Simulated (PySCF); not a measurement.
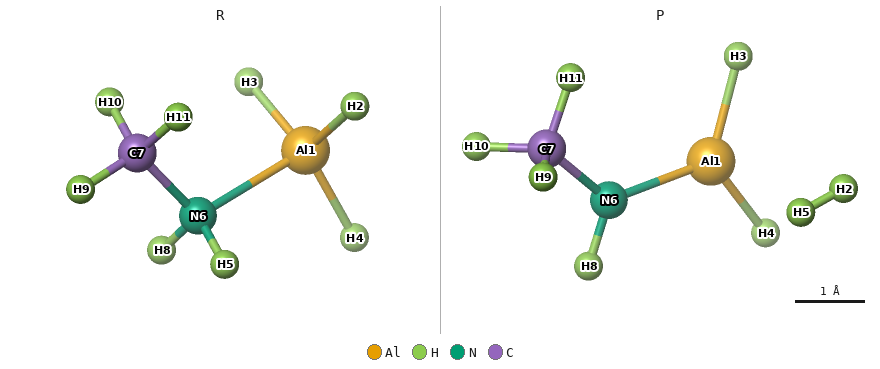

Reactant (R) and product (P) of one elementary step of CH$_{8}$AlN. Style: ball-and-stick. Shown at a tilt.

Stationary points at PBE0-D4/def2-TZVP, single-point energies with CCSD(T)/CBS, B3LYP-D4, wB97M-V, CCSD(T), SPW92 (LDA), PBE-D4 (def2-TZVPP where no basis is named; PySCF 2.14.0). The energies are electronic, without zero-point or thermal terms, and both ends are the minima reached downhill from the saddle, with any fragments still in contact. CCSD(T)/CBS stands for a frozen-core estimate: MP2 correlation extrapolated from def2-TZVPP and def2-QZVPP, CCSD(T) minus MP2 from the smaller set.

R:
```xyz
11

Al    0.1138   -1.3685    0.8475
H     1.2732   -1.8883   -0.1341
H    -1.3975   -1.7440    0.4591
H     0.4673   -1.2399    2.4075
H     1.0168    0.9987    0.5730
N     0.1079    0.6130    0.3350
C    -0.1951    0.8550   -1.0838
H    -0.5671    1.0884    0.9266
H    -0.1886    1.9180   -1.3334
H    -1.1749    0.4343   -1.3067
H     0.5441    0.3331   -1.6908
```

P:
```xyz
11

Al   -0.3148   -0.9901    0.9171
H     2.3989   -1.4612    0.6758
H    -0.4285   -2.2074   -0.0912
H    -0.1314   -1.1307    2.4841
H     2.2962   -0.7329    0.5316
N    -0.4910    0.6426    0.2569
C    -0.6794    1.0374   -1.1222
H    -0.4528    1.4384    0.8764
H     0.1446    1.6560   -1.4987
H    -1.6097    1.5981   -1.2726
H    -0.7322    0.1497   -1.7572
```

Predict the saddle point between them and the barrier.

Answer. Counted by bonded pieces, R holds CH₈AlN and P holds CH₆AlN + H₂. From R over the saddle to P, a bond forms: H2–H5 (2.98 → 0.98 → 0.75 Å). Bonds break: Al1–H2 (1.61 → 1.83 → 2.76 Å), H5–N6 (1.02 → 1.44 → 3.12 Å). Bonds that stay but change much: Al1–N6 (2.05 → 1.89 → 1.77 Å). The saddle has one imaginary mode, 1197i cm⁻¹. With CCSD(T)/CBS the barrier is 34.0 kcal/mol from R and 21.3 kcal/mol from P, and P lies 12.7 kcal/mol above R.

```tsv
level	barrier from R (kcal/mol)	barrier from P (kcal/mol)	P less R (kcal/mol)
CCSD(T)/CBS	34.0	21.3	12.7
B3LYP-D4	32.0	20.2	11.8
wB97M-V	34.1	21.1	13.1
CCSD(T)	35.1	21.6	13.5
SPW92 (LDA)	25.1	9.3	15.7
PBE-D4	27.8	15.7	12.1
```

Against CCSD(T)/CBS, wB97M-V comes closest on the barrier from R (+0.1 kcal/mol) and SPW92 (LDA) misses most (−8.9 kcal/mol).

Saddle geometry:

```xyz
11

Al   -0.0658   -1.1864    0.9585
H     1.6818   -1.0239    0.4460
H    -0.7285   -2.2633    0.0024
H    -0.0503   -1.2552    2.5418
H     1.2316   -0.1619    0.2907
N     0.0006    0.5755    0.2691
C    -0.4236    0.9281   -1.0738
H    -0.0469    1.3568    0.9085
H     0.0849    1.8248   -1.4399
H    -1.5044    1.0950   -1.1451
H    -0.1793    0.1103   -1.7581
```

The saddle point in the same view, with dashed sticks for the bonds that form or break:

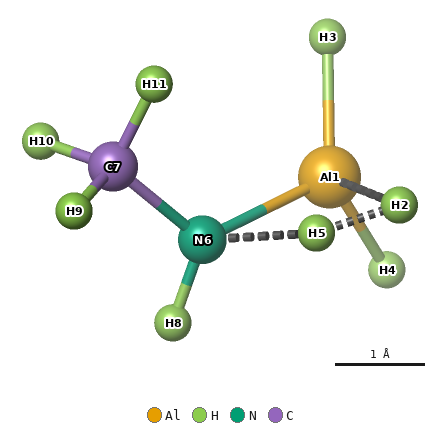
